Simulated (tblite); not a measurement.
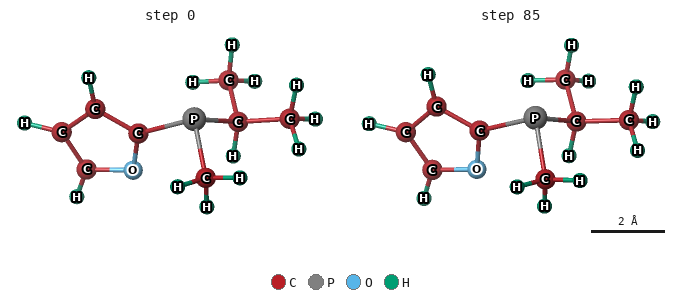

The structure of C8H13OP before (left) and after (right) a relaxation, at one scale.

A ball-and-stick model, seen from a free direction.

Computed with GFN2-xTB geometry optimisation, gas phase in tblite 0.8.0. 

**Summarise the run.**

An H atom moves most after the best rigid fit: 0.22 Å. By element the largest moves are H 0.22 Å, O 0.18 Å, C 0.17 Å, P 0.09 Å. Near-neighbour distances that change, for instance: C–P 1.822 → 1.854 Å, C–O 1.366 → 1.340 Å, C–C 1.547 → 1.525 Å, C–C 1.381 → 1.361 Å. Bond angles that change, for instance: P–C–C 125.5° → 130.5°, P–C–O 124.6° → 119.7°, C–P–C 100.0° → 96.7°. The energy falls by 2.73 kcal/mol in 85 geometry steps.
